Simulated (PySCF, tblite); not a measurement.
# BFH6NO3Si2 radical, a small gas-phase stand-in for a defect centre (Si site with back bonds N[SiH3], F, OB(O)O): EPR parameters

Wanted: the EPR parameters for `OB(O)O[Si](F)N[SiH3]`. It is drawn as: dangling bond.

Computed with tblite 0.8.0 and PySCF 2.14.0; each step states its level. No surroundings beyond the atoms listed, unless a continuum is named. Atoms count from 0, parts from 1.

## Step 1: The system as given

14 atoms, charge 0, multiplicity 2; geometry: distance geometry start.

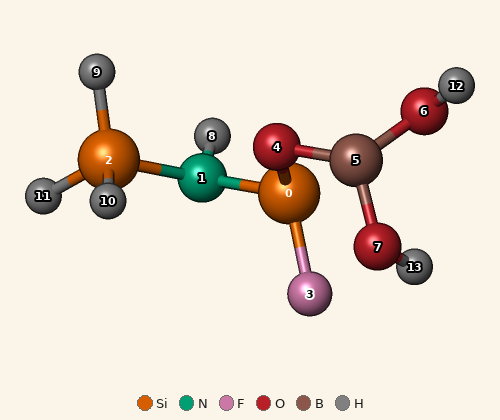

The starting geometry (silicon orange, nitrogen teal, fluorine pink, oxygen red, boron brown, hydrogen grey), atoms numbered.

## Step 2: Geometry optimisation with GFN2-xTB

The job: settings as JSON, then the geometry in Å.

```
{"job": {"kind": "relax", "xc": "GFN2-xTB", "basis": "xTB"}, "charge": 0, "multiplicity": 2}
Si     0.011771    -0.823533     0.072750
N      1.791666    -0.781135     0.279155
Si     2.532518     0.731086    -0.371625
F     -0.431545    -1.727145    -1.282286
O     -0.675679     0.759526    -0.024651
B     -2.127272     0.511182    -0.075340
O     -2.695822     0.029084     1.211088
O     -2.580071    -0.262909    -1.233558
H      2.103638    -1.014511     1.232311
H      2.663428     1.686083     0.710124
H      1.779195     1.289460    -1.508219
H      3.858189     0.328231    -0.866442
H     -3.524179     0.519984     1.423093
H     -2.666130    -1.240422    -0.991146
```

Method: GFN2-xTB geometry optimisation, gas phase.

Started as:

```sh
$ OMP_NUM_THREADS=1 python cluster_run.py task.json out
```

The driver reads the jobs from task.json and runs them one after another.

Standard output:

```text
step      E/eV     max force
  0    -754.83747    4.242
  1    -755.46440    3.015
  2    -755.97609    1.991
  3    -756.08535    1.014
  4    -756.21187    1.063
  5    -756.29778    0.917
  6    -756.37029    1.006
  7    -756.44907    0.802
  8    -756.53718    0.920
  9    -756.60891    0.817
 10    -756.67614    0.675
 11    -756.74547    0.558
 12    -756.81455    1.028
 13    -756.85367    1.428
 14    -756.89500    0.841
 15    -756.93501    0.707
 16    -756.97888    0.706
 17    -757.03588    1.867
 18    -757.09911    1.136
 19    -757.25557    0.819
 20    -757.30928    0.764
 21    -757.33419    0.481
 22    -757.35692    1.261
 23    -757.39236    0.413
 24    -757.40213    0.307
 25    -757.42079    0.334
 26    -757.42979    0.364
 27    -757.44170    0.159
 28    -757.44438    0.150
 29    -757.44618    0.108
 30    -757.44812    0.151
 31    -757.45142    0.200
 32    -757.45555    0.203
 33    -757.45985    0.204
 34    -757.46342    0.233
 35    -757.46666    0.176
 36    -757.47064    0.181
 37    -757.47626    0.182
 38    -757.48176    0.214
 39    -757.48703    0.265
 40    -757.48972    0.259
 41    -757.49401    0.163
 42    -757.49923    0.197
 43    -757.50349    0.251
 44    -757.50821    0.228
 45    -757.51305    0.257
 46    -757.51813    0.192
 47    -757.52320    0.160
 48    -757.52560    0.153
 49    -757.52929    0.142
 50    -757.53310    0.182
 51    -757.53824    0.238
 52    -757.54352    0.322
 53    -757.54817    0.173
 54    -757.55207    0.168
 55    -757.55421    0.175
 56    -757.55813    0.243
 57    -757.56311    0.250
 58    -757.56780    0.170
 59    -757.57060    0.151
 60    -757.57175    0.074
 61    -757.57256    0.077
 62    -757.57305    0.047
 63    -757.57366    0.061
 64    -757.57412    0.052
 65    -757.57454    0.080
 66    -757.57489    0.089
 67    -757.57531    0.069
 68    -757.57563    0.042
 69    -757.57579    0.027
 70    -757.57586    0.032
 71    -757.57595    0.040
 72    -757.57612    0.041
 73    -757.57638    0.047
 74    -757.57664    0.040
 75    -757.57679    0.024
 76    -757.57686    0.025
 77    -757.57693    0.025
 78    -757.57708    0.035
 79    -757.57732    0.046
 80    -757.57758    0.039
 81    -757.57778    0.038
 82    -757.57792    0.036
 83    -757.57810    0.035
 84    -757.57846    0.058
 85    -757.57904    0.077
 86    -757.57967    0.068
 87    -757.58008    0.054
 88    -757.58030    0.079
 89    -757.58051    0.042
 90    -757.58074    0.056
 91    -757.58113    0.058
 92    -757.58142    0.041
 93    -757.58174    0.037
 94    -757.58205    0.043
 95    -757.58247    0.050
 96    -757.58302    0.060
 97    -757.58362    0.053
 98    -757.58408    0.044
 99    -757.58435    0.032
100    -757.58450    0.029
101    -757.58462    0.030
102    -757.58474    0.033
103    -757.58492    0.034
104    -757.58528    0.045
105    -757.58577    0.049
106    -757.58631    0.056
107    -757.58680    0.062
108    -757.58728    0.067
109    -757.58789    0.074
110    -757.58877    0.082
111    -757.58884    0.256
112    -757.59092    0.123
113    -757.59222    0.065
114    -757.59454    0.213
115    -757.59568    0.188
116    -757.59725    0.122
117    -757.59919    0.206
118    -757.59984    0.206
119    -757.60160    0.085
120    -757.60256    0.131
121    -757.60407    0.125
122    -757.60638    0.129
123    -757.60828    0.121
124    -757.60935    0.088
125    -757.60965    0.116
126    -757.61005    0.133
127    -757.61049    0.076
128    -757.61093    0.052
129    -757.61174    0.096
130    -757.61247    0.109
131    -757.61347    0.088
132    -757.61472    0.054
133    -757.61549    0.098
134    -757.61610    0.108
135    -757.61670    0.056
136    -757.61695    0.026
137    -757.61717    0.023
138    -757.61727    0.020
139    -757.61735    0.016
140    -757.61739    0.016
141    -757.61742    0.013
142    -757.61745    0.011
143    -757.61748    0.015
144    -757.61752    0.016
145    -757.61756    0.017
146    -757.61759    0.018
147    -757.61762    0.015
148    -757.61765    0.014
149    -757.61769    0.015
150    -757.61773    0.015
151    -757.61777    0.014
152    -757.61782    0.020
153    -757.61787    0.017
154    -757.61791    0.015
155    -757.61795    0.017
156    -757.61799    0.016
157    -757.61806    0.020
158    -757.61816    0.027
159    -757.61829    0.028
160    -757.61842    0.030
161    -757.61855    0.032
162    -757.61873    0.036
163    -757.61903    0.041
164    -757.61959    0.058
165    -757.62013    0.075
166    -757.62052    0.117
167    -757.62104    0.041
168    -757.62125    0.058
169    -757.62146    0.049
170    -757.62171    0.049
171    -757.62200    0.038
172    -757.62235    0.047
173    -757.62255    0.070
174    -757.62291    0.038
175    -757.62330    0.065
176    -757.62372    0.047
177    -757.62412    0.041
178    -757.62450    0.103
179    -757.62477    0.075
180    -757.62518    0.049
181    -757.62542    0.089
182    -757.62570    0.054
183    -757.62620    0.063
184    -757.62681    0.043
185    -757.62544    0.238
186    -757.62733    0.046
187    -757.62759    0.028
188    -757.62705    0.265
189    -757.62810    0.038
190    -757.62834    0.035
191    -757.62787    0.245
192    -757.62874    0.029
193    -757.62892    0.031
194    -757.62907    0.139
195    -757.62937    0.021
196    -757.62948    0.022
197    -757.62969    0.041
198    -757.62980    0.037
199    -757.62989    0.035
200    -757.63002    0.026
201    -757.63002    0.026
202    -757.63237    0.085
203    -757.63293    0.149
204    -757.63435    0.114
205    -757.63533    0.082
206    -757.63583    0.121
207    -757.63681    0.056
208    -757.63675    0.139
209    -757.63784    0.067
210    -757.63814    0.076
211    -757.63856    0.047
212    -757.63871    0.063
213    -757.63890    0.054
214    -757.63906    0.042
215    -757.63923    0.035
216    -757.63932    0.019
217    -757.63939    0.011
218    -757.63941    0.048
219    -757.63947    0.021
220    -757.63945    0.027
221    -757.63950    0.012
222    -757.63950    0.012
223    -757.63951    0.008
224    -757.63952    0.006
```

It took 5.6 s on 1 thread of Arm Neoverse V1, shared host.

Along the way:

```csv
step,energy from step 0 (eV),largest force (eV/Å)
0,0.0000,4.2423
9,-1.7714,0.8169
18,-2.2616,1.1358
27,-2.6042,0.1592
36,-2.6332,0.1812
45,-2.6756,0.2574
54,-2.7146,0.1683
63,-2.7362,0.0613
72,-2.7386,0.0415
81,-2.7403,0.0385
90,-2.7433,0.0558
99,-2.7469,0.0314
108,-2.7498,0.0662
117,-2.7617,0.2060
126,-2.7726,0.1328
135,-2.7792,0.0565
144,-2.7800,0.0166
153,-2.7804,0.0167
162,-2.7813,0.0359
171,-2.7845,0.0381
180,-2.7877,0.0487
189,-2.7906,0.0374
198,-2.7923,0.0375
207,-2.7993,0.0561
216,-2.8018,0.0193
224,-2.8020,0.0055
```

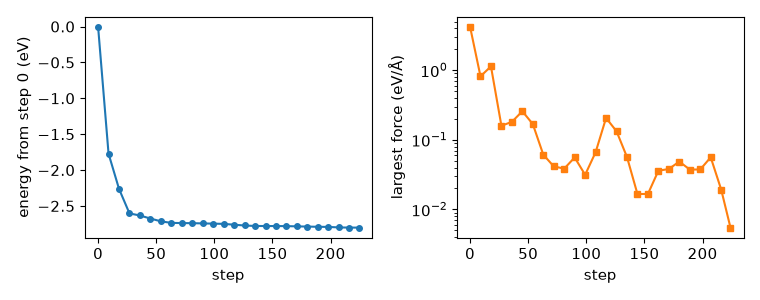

Energy and largest force along the relaxation.

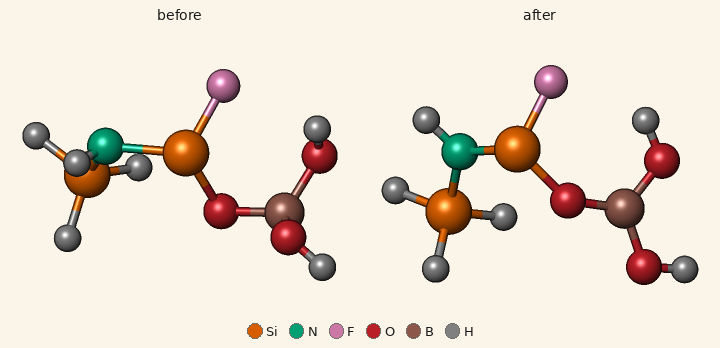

The geometry before (left) and after (right).

Distances of close pairs at the start and the end, largest changes first:

```csv
bond,before (Å),after (Å),change (Å)
B5–O6,1.487,1.351,-0.136
Si0–O4,1.729,1.604,-0.125
O4–B5,1.474,1.353,-0.121
B5–O7,1.465,1.360,-0.105
Si0–N1,1.792,1.719,-0.073
N1–Si2,1.805,1.745,-0.060
O7–H13,1.011,0.957,-0.053
Si0–F3,1.688,1.643,-0.044
```

## Step 3: Optimising the geometry at PBE0-D3(BJ)/def2-SVP

The job: settings as JSON, then the geometry in Å.

```
{"job": {"xc": "PBE0", "basis": "def2-SVP", "d3": "d3bj", "grid": 2, "kind": "geom", "shake": 0.01}, "charge": 0, "multiplicity": 2}
Si     0.255549    -1.541295     0.600825
N      1.732272    -0.782556     0.202749
Si     2.049779     0.931093     0.275718
F     -0.111673    -2.453593    -0.700234
O     -0.902938    -0.394244     0.685284
B     -1.936107     0.167886     0.014262
O     -2.484158     1.278871     0.527893
O     -2.408099    -0.358211    -1.141968
H      2.515176    -1.397953     0.102291
H      1.913883     1.407030     1.669054
H      1.158056     1.633011    -0.616597
H      3.466507     1.024816    -0.160872
H     -3.253598     1.622800    -0.002102
H     -2.001126    -1.152262    -1.441894
```

Standard output:

```text
step   0  E = -986.81625404  max force = 0.029621
step   1  E = -986.82321646  max force = 0.013292
step   2  E = -986.82390097  max force = 0.002806
step   3  E = -986.82403560  max force = 0.003355
step   4  E = -986.82408485  max force = 0.001177
step   5  E = -986.82412869  max force = 0.001134
step   6  E = -986.82416313  max force = 0.000874
step   7  E = -986.82419419  max force = 0.001011
step   8  E = -986.82421213  max force = 0.000745
step   9  E = -986.82422950  max force = 0.000567
step  10  E = -986.82424059  max force = 0.000649
step  11  E = -986.82424708  max force = 0.000511
step  12  E = -986.82424856  max force = 0.000380
optimisation converged
```

Run time: 4.6 min. Hardware: 1 thread of Arm Neoverse V1, shared host; peak memory 0.77 GiB.

The steps of the relaxation:

```csv
step,energy from step 0 (eV),largest force component (eV/Å)
0,0.0000,1.5232
1,-0.1895,0.6835
2,-0.2081,0.1443
3,-0.2117,0.1725
4,-0.2131,0.0605
5,-0.2143,0.0583
6,-0.2152,0.0449
7,-0.2161,0.0520
8,-0.2166,0.0383
9,-0.2170,0.0292
10,-0.2173,0.0334
11,-0.2175,0.0263
12,-0.2175,0.0195
```

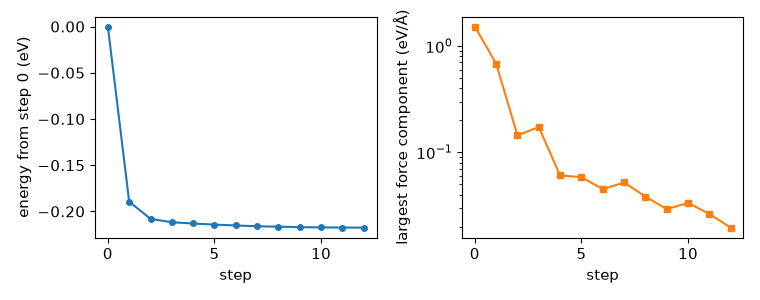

Energy and largest force along the relaxation.

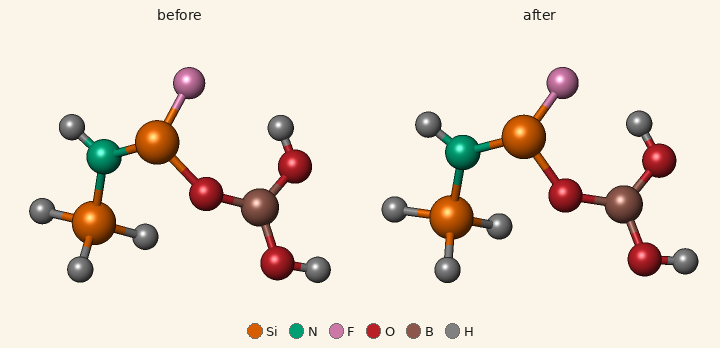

The geometry before (left) and after (right).

Distances of close pairs at the start and the end, largest changes first:

```csv
bond,before (Å),after (Å),change (Å)
Si2–H10,1.444,1.491,+0.047
O6–H12,0.996,0.962,-0.034
O4–B5,1.354,1.382,+0.028
O7–H13,0.941,0.966,+0.025
Si0–F3,1.631,1.652,+0.021
N1–Si2,1.744,1.764,+0.019
Si0–O4,1.632,1.650,+0.018
N1–H8,1.001,1.016,+0.015
```

The end geometry stands in the next job.

```csv
at the end point,value
point group (found at 0.08 Å tolerance),C1
"rotational constants (GHz, main isotopes)","1.904, 0.973, 0.717"
dipole moment (D),1.71
⟨S²⟩,0.751
```

## Step 4: EPR parameters: B3LYP/IGLO-III+pcH-1

The job: settings as JSON, then the geometry in Å.

```
{"job": {"kind": "epr"}, "charge": 0, "multiplicity": 2}
Si     0.112939    -1.471215     0.422574
N      1.685235    -0.805446     0.286842
Si     2.056831     0.918519     0.290140
F     -0.377747    -2.216983    -0.967460
O     -0.883524    -0.166593     0.588229
B     -2.062054     0.226623    -0.018160
O     -2.700606     1.297079     0.513257
O     -2.576699    -0.413556    -1.103985
H      2.477005    -1.440750     0.315818
H      1.728244     1.571848     1.589536
H      1.324055     1.617577    -0.803596
H      3.527737     1.018000     0.052046
H     -3.498749     1.501696     0.016695
H     -2.027130    -1.151846    -1.396813
```

With the program's defaults for keys left out, this is: UKS B3LYP, IGLO-III on B F N O Si, pcH-1 on H, non-relativistic, mean-field spin-orbit, GIAO.

Standard output:

```text
UKS, coarse grid
  cycle   1  E = -987.92796807  |g| = 9.82e-01
  cycle   2  E = -987.38629116  |g| = 1.57e+00
  cycle   3  E = -988.24604011  |g| = 1.02e-01
  cycle   4  E = -988.24756622  |g| = 8.64e-02
  cycle   5  E = -988.25002355  |g| = 1.25e-02
  cycle   6  E = -988.25007913  |g| = 3.53e-03
  cycle   7  E = -988.25008524  |g| = 1.52e-03
  cycle   8  E = -988.25008549  |g| = 6.80e-04
UKS, final grid
  cycle   1  E = -988.25011540  |g| = 1.09e-03
  cycle   2  E = -988.25011465  |g| = 1.85e-03
  cycle   3  E = -988.25011581  |g| = 7.18e-05
  cycle   4  E = -988.25011581  |g| = 2.46e-05
E = -988.25011581 Eh   <S^2> = 0.7514 (exact 0.7500)
g shifts (ppm)      1          2          3
  rmc          -204       -204       -204
  gc            110        108         63
  oz_so       -1995      -1010        -81
  total       -2089      -1106       -223
hyperfine (MHz)  atom isotope    a_iso     a_fc   dipolar eigenvalues
    0  29Si   -1106.04   -1107.09   -117.04     57.70     59.34
    1   14N      37.38      37.39     -5.38     -5.09     10.47
    2  29Si      -7.22      -7.24     -5.29      2.53      2.76
    3   19F     401.78     400.95   -126.50   -119.77    246.27
    4   17O     -47.68     -47.66    -20.22      9.68     10.53
    5   11B       1.79       1.79     -1.38     -0.38      1.76
    6   17O      -2.17      -2.17     -0.87      0.26      0.61
    7   17O      -0.17      -0.18     -0.85      0.27      0.59
    8    1H      -7.33      -7.33     -8.71     -3.53     12.24
    9    1H      -0.81      -0.81     -1.38     -0.99      2.37
   10    1H       4.63       4.63     -1.37     -0.65      2.03
   11    1H       7.61       7.61     -1.27     -0.68      1.95
   12    1H       0.59       0.59     -0.74     -0.69      1.44
   13    1H      -0.34      -0.34     -2.49     -1.25      3.74
```

Run time: 2.1 min. Hardware: 1 thread of Arm Neoverse V1, shared host; peak memory 1.5 GiB.

Principal g values 2.00023, 2.00121, 2.00210; g(iso) = 2.00118, against 2.00232 for a free electron.

Hyperfine couplings, nucleus by nucleus at this fixed geometry (no averaging over rotations):

```csv
nuclei,isotope,a(iso) (MHz),"a(iso) (G, at g = 2.0023)",largest dipolar term (MHz)
Si0,29Si,-1106.0,-394.7,-117.0
F3,19F,401.8,143.4,246.3
O4,17O,-47.7,-17.0,-20.2
N1,14N,37.4,13.3,10.5
H11,1H,7.6,2.7,1.9
H8,1H,-7.3,-2.6,12.2
Si2,29Si,-7.2,-2.6,-5.3
H10,1H,4.6,1.7,2.0
O6,17O,-2.2,-0.8,-0.9
B5,11B,1.8,0.6,1.8
H9,1H,-0.8,-0.3,2.4
H12,1H,0.6,0.2,1.4
H13,1H,-0.3,-0.1,3.7
O7,17O,-0.2,-0.1,-0.9
```

Mulliken spin populations:

Si0 0.86; N1 0.05; Si2 0.02; F3 0.02; O4 0.03; B5 0.01; O6 0.00; O7 0.00; H8 0.00; H9 0.00; H10 0.00; H11 0.00; H12 0.00; H13 0.00

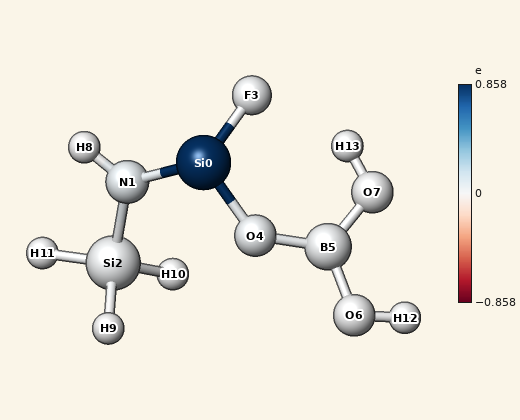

Mulliken spin populations, as colours on the atoms.

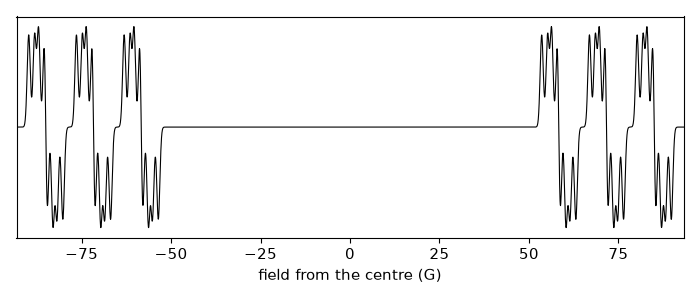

First-order isotropic spectrum (first derivative, main isotopes with spin only, couplings over 0.8 MHz, Gaussian width 0.4 G; couplings of the frozen geometry, rotation of groups not averaged beyond the rows shown).

## Step 5: EPR parameters: BHandHLYP/IGLO-III+pcH-1

Same as in step 4 but for these lines:

```diff
@@ -1,2 +1,2 @@
-{"job": {"kind": "epr"}, "charge": 0, "multiplicity": 2}
+{"job": {"kind": "epr", "xc": "BHandHLYP"}, "charge": 0, "multiplicity": 2}
 Si     0.112939    -1.471215     0.422574
```

Method: UKS BHandHLYP, IGLO-III on B F N O Si, pcH-1 on H, non-relativistic, mean-field spin-orbit, GIAO.

Standard output:

```text
UKS, coarse grid
  cycle   1  E = -987.78213843  |g| = 8.12e-01
  cycle   2  E = -987.76021368  |g| = 8.96e-01
  cycle   3  E = -988.01416491  |g| = 4.62e-02
  cycle   4  E = -988.01503769  |g| = 2.97e-02
  cycle   5  E = -988.01535744  |g| = 9.13e-03
  cycle   6  E = -988.01540101  |g| = 1.95e-03
  cycle   7  E = -988.01540484  |g| = 9.92e-04
UKS, final grid
  cycle   1  E = -988.01542793  |g| = 1.07e-03
  cycle   2  E = -988.01542792  |g| = 1.27e-03
  cycle   3  E = -988.01542843  |g| = 1.20e-04
  cycle   4  E = -988.01542846  |g| = 8.95e-05
  cycle   5  E = -988.01542846  |g| = 2.09e-05
E = -988.01542846 Eh   <S^2> = 0.7522 (exact 0.7500)
g shifts (ppm)      1          2          3
  rmc          -207       -207       -207
  gc            115        118         61
  oz_so       -2098      -1103        -70
  total       -2189      -1191       -215
hyperfine (MHz)  atom isotope    a_iso     a_fc   dipolar eigenvalues
    0  29Si   -1143.76   -1144.83   -124.83     60.95     63.88
    1   14N      37.71      37.71     -5.23     -4.88     10.12
    2  29Si      -6.18      -6.20     -4.74      2.27      2.46
    3   19F     420.31     419.54   -123.51   -117.58    241.09
    4   17O     -50.76     -50.74    -19.68      9.40     10.27
    5   11B       1.37       1.37     -1.31     -0.45      1.76
    6   17O      -1.81      -1.81     -0.69      0.19      0.49
    7   17O      -0.07      -0.07     -0.67      0.21      0.46
    8    1H      -8.51      -8.52     -8.76     -3.64     12.39
    9    1H      -1.25      -1.25     -1.36     -1.01      2.38
   10    1H       3.73       3.73     -1.32     -0.72      2.04
   11    1H       7.01       7.01     -1.19     -0.72      1.91
   12    1H       0.46       0.46     -0.72     -0.67      1.39
   13    1H      -0.35      -0.35     -2.42     -1.39      3.80
```

Run time: 2.3 min. Hardware: 1 thread of Arm Neoverse V1, shared host; peak memory 1.4 GiB.

In short: g(iso) 2.00112.

## Step 6: Comparing the runs: EPR parameters

g, ⟨S²⟩ and isotropic hyperfine couplings (MHz), with basis size and wall time:

```csv
run,g(iso),⟨S²⟩,29Si Si0,19F F3,17O O4,14N N1,1H H11,functions,time
B3LYP/IGLO-III+pcH-1,2.00118,0.751,-1106.0,401.8,-47.7,37.4,7.6,358,2.1 min
BHandHLYP/IGLO-III+pcH-1,2.00112,0.752,-1143.8,420.3,-50.8,37.7,7.0,358,2.3 min
```

## Step 7: Outcome

| quantity | value |
| --- | --- |
| point group | C1 |
| rotational constants (main isotopes) | 1.90, 0.97, 0.72 GHz |
| g(iso) (B3LYP) | 2.00118 |
| ⟨S²⟩ | 0.751 (exact 0.75) |
| largest a(iso) | 29Si on Si0, -1106.0 MHz |

In words: The start of the PBE0/def2-SVP relaxation was shaken at random by about 0.01 Å, so part of the energy gained, and of the first lengths quoted, undoes that. The optimisation took 12 steps and gained 0.218 eV; among the close pairs (by a distance rule), Si2–H10 changed most, from 1.444 to 1.491 Å (PBE0/def2-SVP). No frequency check was run at this level, so the end point may be a saddle. Si0 carries the largest spin population, 0.86 e. The isotropic g lies 1.1 ppt below the free-electron value. The coupling of 29Si on Si0 runs from -1143.8 (BHandHLYP/IGLO-III+pcH-1) to -1106.0 MHz (B3LYP/IGLO-III+pcH-1). A capped cluster stands for the solid here, so long-range fields and strain are missing, and bands or shifts of the capping hydrogens have no counterpart in it.
